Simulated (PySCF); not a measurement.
**[BiI2]+: a change of charge**

How does [BiI2]+ respond at fixed geometry? The runs cover a change of charge. The structure is generated, not taken from experiment.

Method: PBE0, Bi def2-SVP with ECP60, I def2-SVP with ECP28; scalar-relativistic core potentials, no spin–orbit coupling; program: PySCF 2.14.0.

1 further run of the same task is left out (for a known fault of the program).

### Step 1. The system as given

3 atoms, charge 1, spin multiplicity 1.

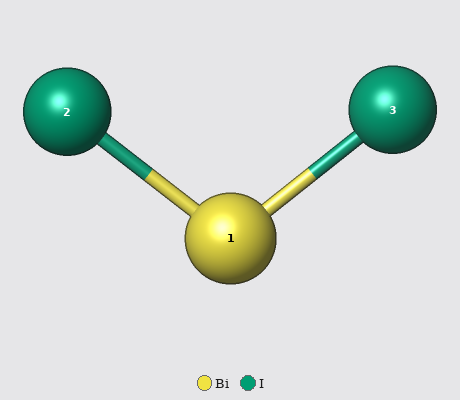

The structure; bismuth yellow, iodine teal; atoms are numbered from 1 in the order of the file.

Coordinates:

```xyz
3
BiI2
Bi    0.0000    0.0000   -0.9840
I     2.1377    0.0000    0.6955
I    -2.1377    0.0000    0.6955
```

Formal oxidation states: Bi +3. An earlier session relaxed this geometry at PBE0, Bi def2-SVP with ECP60, I def2-SVP with ECP28 (singlet, point group C2v).

Its energy there is -809.862108 Eh.

### Step 2. One electron removed, multiplicity 2

Contents of run.py (the lines that set the calculation):

```python
mol = gto.M(atom='''
Bi     0.00000     0.00000    -0.98405
I      2.13773     0.00000     0.69550
I     -2.13773     0.00000     0.69550''',
    basis={'Bi': 'def2-SVP', 'I': 'def2-SVP'},
    ecp={'Bi': 'def2-SVP', 'I': 'def2-SVP'},
    charge=2, spin=1)
mf = dft.UKS(mol, xc='PBE0')
mf.grids.atom_grid = (50, 194)
mf = mf.density_fit()  # fitting sets: Bi def2-universal-JKFIT, I def2-universal-JKFIT
mf.conv_tol = 1e-08; mf.max_cycle = 55
mf.kernel(dm0)  # dm0: the density of the relaxed state
```

Run with:

```console
$ OMP_NUM_THREADS=2 python run.py
```

The program printed:

```text
init E= -809.866521235677
  HOMO = -0.463567149089  LUMO = -0.457083153362  gap/eV = 0.17644
cycle= 1 E= -809.311695704836  delta_E= 0.555  |g|= 0.152  |ddm|= 0.829
  HOMO = -0.685456951619  LUMO = -0.640828083131  gap/eV = 1.21441
cycle= 2 E= -809.30739611714  delta_E= 0.0043  |g|= 0.18  |ddm|= 0.648
  HOMO = -0.656035666481  LUMO = -0.606178192834  gap/eV = 1.35669
cycle= 3 E= -809.329966246466  delta_E= -0.0226  |g|= 0.0544  |ddm|= 0.376
  HOMO = -0.651568678286  LUMO = -0.601581935951  gap/eV = 1.36021
cycle= 4 E= -809.332279806325  delta_E= -0.00231  |g|= 0.0117  |ddm|= 0.108
  HOMO = -0.650035590213  LUMO = -0.599131445004  gap/eV = 1.38517
cycle= 5 E= -809.332423814028  delta_E= -0.000144  |g|= 0.00271  |ddm|= 0.0252
  HOMO = -0.650067441812  LUMO = -0.598835422607  gap/eV = 1.39409
cycle= 6 E= -809.332436519956  delta_E= -1.27e-05  |g|= 0.00112  |ddm|= 0.00789
  HOMO = -0.650159360184  LUMO = -0.598716964245  gap/eV = 1.39982
cycle= 7 E= -809.332441106178  delta_E= -4.59e-06  |g|= 0.000395  |ddm|= 0.00598
  HOMO = -0.650184134105  LUMO = -0.598662483801  gap/eV = 1.40198
cycle= 8 E= -809.332442061558  delta_E= -9.55e-07  |g|= 0.000166  |ddm|= 0.00312
  HOMO = -0.650188960169  LUMO = -0.59865375073  gap/eV = 1.40234
cycle= 9 E= -809.332442211991  delta_E= -1.5e-07  |g|= 4.91e-05  |ddm|= 0.00133
  HOMO = -0.650186829465  LUMO = -0.598656986125  gap/eV = 1.40220
cycle= 10 E= -809.332442228127  delta_E= -1.61e-08  |g|= 1.66e-05  |ddm|= 0.000502
  HOMO = -0.650184140652  LUMO = -0.598656563981  gap/eV = 1.40214
cycle= 11 E= -809.332442227735  delta_E= 3.92e-10  |g|= 3.5e-05  |ddm|= 0.000118
  HOMO = -0.650183270231  LUMO = -0.5986565352  gap/eV = 1.40211
Extra cycle  E= -809.332442209988  delta_E= 1.77e-08  |g|= 0.000138  |ddm|= 0.000329
converged SCF energy = -809.332442209988  <S^2> = 0.76632254  2S+1 = 2.0162565
```

Wall time 1.7 s (2 threads of Arm Neoverse V1, shared host).

Result: E = -809.332442 Eh (+14.413 eV from the relaxed state), HOMO -17.69 eV, LUMO -16.29 eV (over both spins), ⟨S²⟩ = 0.766, Mulliken charge on Bi1 +0.98 e. 

### Step 3. One electron added, multiplicity 2

run.py (the lines that set the calculation), as its differences from that of step 2:

```diff
@@ -6,3 +6,3 @@
     ecp={'Bi': 'def2-SVP', 'I': 'def2-SVP'},
-    charge=2, spin=1)
+    charge=0, spin=1)
 mf = dft.UKS(mol, xc='PBE0')
```

Run with:

```console
$ OMP_NUM_THREADS=2 python run.py
```

The program printed:

```text
init E= -809.866282713038
  HOMO = -0.34980319958  LUMO = -0.346061997355  gap/eV = 0.10180
cycle= 1 E= -810.122307722867  delta_E= -0.256  |g|= 0.15  |ddm|= 0.986
  HOMO = -0.169791713404  LUMO = -0.0841387027763  gap/eV = 2.33074
cycle= 2 E= -810.115487645237  delta_E= 0.00682  |g|= 0.195  |ddm|= 0.74
  HOMO = -0.208508476861  LUMO = -0.120381963193  gap/eV = 2.39804
cycle= 3 E= -810.144872249168  delta_E= -0.0294  |g|= 0.0288  |ddm|= 0.36
  HOMO = -0.214339770057  LUMO = -0.122693133683  gap/eV = 2.49383
cycle= 4 E= -810.145324395627  delta_E= -0.000452  |g|= 0.0109  |ddm|= 0.065
  HOMO = -0.216477942467  LUMO = -0.123203279863  gap/eV = 2.53813
cycle= 5 E= -810.145428864498  delta_E= -0.000104  |g|= 0.00222  |ddm|= 0.0243
  HOMO = -0.21667096329  LUMO = -0.122718408792  gap/eV = 2.55658
cycle= 6 E= -810.145437697825  delta_E= -8.83e-06  |g|= 0.00107  |ddm|= 0.00741
  HOMO = -0.216723070657  LUMO = -0.122503225538  gap/eV = 2.56385
cycle= 7 E= -810.145439790853  delta_E= -2.09e-06  |g|= 0.000262  |ddm|= 0.00386
  HOMO = -0.216746934122  LUMO = -0.122487069912  gap/eV = 2.56494
cycle= 8 E= -810.145440007122  delta_E= -2.16e-07  |g|= 0.000108  |ddm|= 0.00152
  HOMO = -0.216749939121  LUMO = -0.122488155865  gap/eV = 2.56499
cycle= 9 E= -810.145440029441  delta_E= -2.23e-08  |g|= 3.39e-05  |ddm|= 0.000436
  HOMO = -0.216748050134  LUMO = -0.122488530372  gap/eV = 2.56493
cycle= 10 E= -810.145440032567  delta_E= -3.13e-09  |g|= 7.78e-06  |ddm|= 0.000193
  HOMO = -0.216748707602  LUMO = -0.122489483785  gap/eV = 2.56492
Extra cycle  E= -810.145440032623  delta_E= -5.62e-11  |g|= 9.43e-06  |ddm|= 3.69e-05
converged SCF energy = -810.145440032623  <S^2> = 0.75322546  2S+1 = 2.0032229
```

Run time: 1.6 s. Hardware: 2 threads of Arm Neoverse V1, shared host.

Read off: E = -810.145440 Eh (-7.710 eV from the relaxed state), HOMO -5.90 eV, LUMO -3.33 eV (over both spins), ⟨S²⟩ = 0.753, Mulliken charge on Bi1 +0.37 e. 

### Step 4. The states side by side

| state | energy from the relaxed state (eV) | ⟨S²⟩ | time |
| --- | --- | --- | --- |
| charge +1, singlet, vacuum (relaxed) | 0 | 0.00 |  |
| charge 0, doublet, vacuum | -7.71 | 0.75 | 1.6 s |
| charge +2, doublet, vacuum | 14.41 | 0.77 | 1.7 s |

An electron taken off or put on is at rest in vacuum. 

Removing an electron vertically costs 14.41 eV (doublet), against −HOMO = 12.53 eV. Adding an electron vertically releases 7.71 eV (doublet). These are double-zeta-type bases without diffuse functions. Spin–orbit coupling is left out.
